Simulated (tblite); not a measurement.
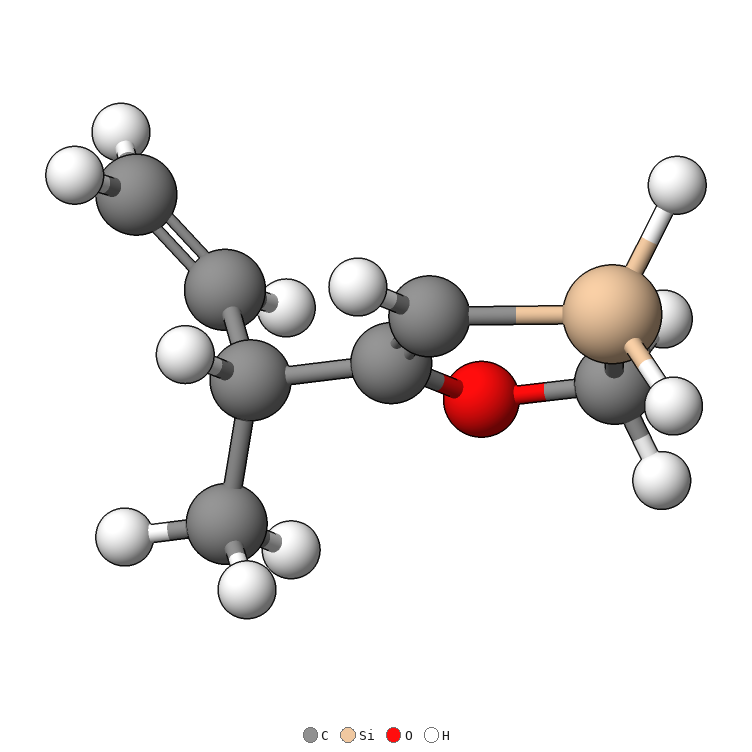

The picture comes from a calculation with tblite.

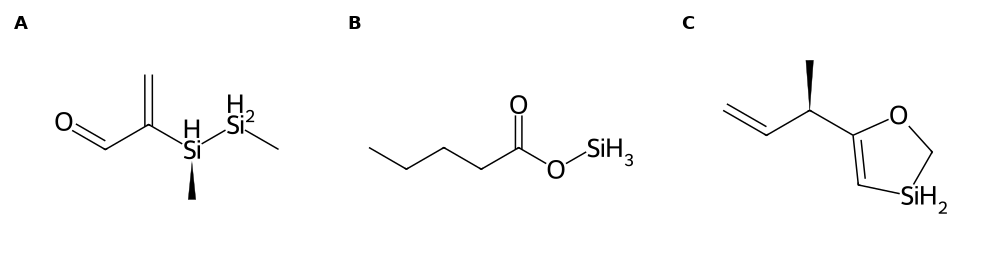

The first picture shows one of the molecules drawn in the second. Which?

Answer. C, `C=C[C@@H](C)C1=C[SiH2]CO1`.
